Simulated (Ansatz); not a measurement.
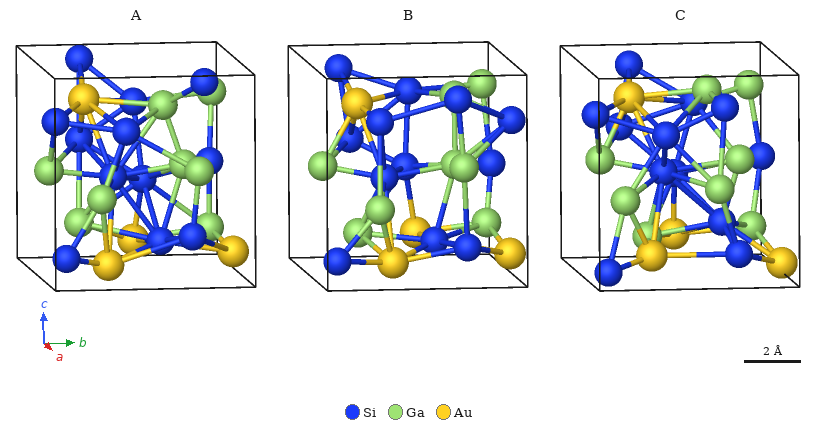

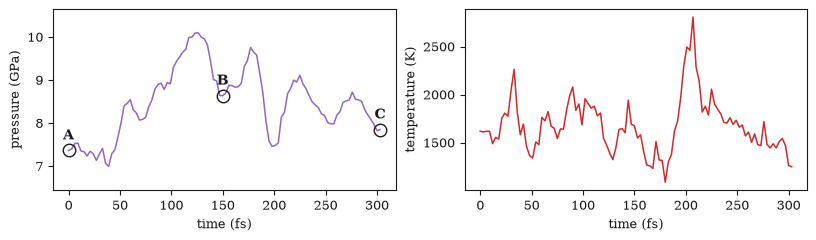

Molecular dynamics of an amorphous cell of composition Ga$_{2}$Si$_{3}$Au (24 atoms in the cell), 303 fs long. Frames (A at 0 fs, B at 150 fs, C at 303 fs) and the history of the run. A ball-and-stick model of the simulation cell, seen slightly off an axis. Atoms that leave the cell re-enter on the other side. Bonds to atoms that aren't drawn are left out.

Computed with Ansatz 0.2.0, DFT PBE, scalar-relativistic, plane waves, PAW. Run with plane-wave cutoff 420 eV; k-point mesh 1 × 1 × 1; Fermi-Dirac smearing 0.146 eV; set temperature 1690 K; time step 3 fs.

**What happens in this trajectory?**

Root-mean-square distances from the starting positions over the second half, with the common drift of all atoms taken out: Si 0.76 Å, Ga 0.53 Å, Au 0.33 Å. Against the typical shortest distance between atoms in the first frame, about 2.4 Å these are large excursions, but over 303 fs one can't yet tell strong vibration from the start of diffusion. Bond changes: 4 Si–Si bonds break between 75 fs and 210 fs; 4 Si–Si bonds form between 147 fs and 288 fs. The mean temperature in the second half is 1665 K (standard deviation 349 K). The potential energy in the second half lies on average 33.9 meV per atom above the first frame. The mean pressure there is 8.5 GPa.

Limits of the set-up: the periodic images lie only 7.3 Å apart, so the values are limited by the cell's size.
